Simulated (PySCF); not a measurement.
Si(Me)2(OMe)(SeH), C3H10OSeSi, SMILES CO[Si](C)([SeH])C, singlet at its GFN2-xTB optimised geometry (Å):

```
16

C     -1.7467     0.6720    -0.2600
O     -0.6268     1.3126     0.2776
Si     0.9408     1.0096     0.0000
C      1.5523     1.6362    -1.6950
C      1.8428     1.7904     1.4704
Se     1.1714    -1.3126     0.0000
H     -1.9491     1.0374    -1.2691
H     -2.5994     0.8885     0.3835
H     -1.5929    -0.4110    -0.2999
H      1.3519     2.6975    -1.8055
H      2.6212     1.4866    -1.8112
H      1.0582     1.1152    -2.5112
H      1.5932     2.8416     1.5542
H      2.9168     1.7088     1.3447
H      1.5747     1.3060     2.4035
H      2.5994    -1.3126     0.0000
```

Calculation: B3LYP/def2-TZVP in PySCF 2.14.0. Cells within 0.4 Å of a nucleus heavier than hydrogen are left out (blank, or x).

Map of the electrostatic potential (hartree/e), clipped to [-0.08, 0.12] on the plane z = 0.0 Å:

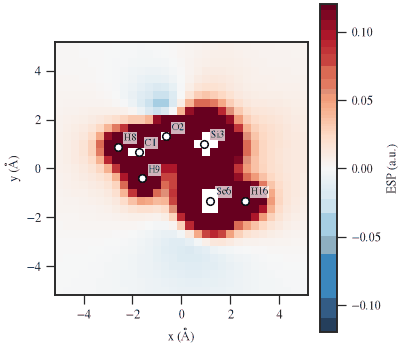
Electrostatic potential (hartree/e), clipped to [-0.08, 0.12] on the plane z = 0.0 Å.
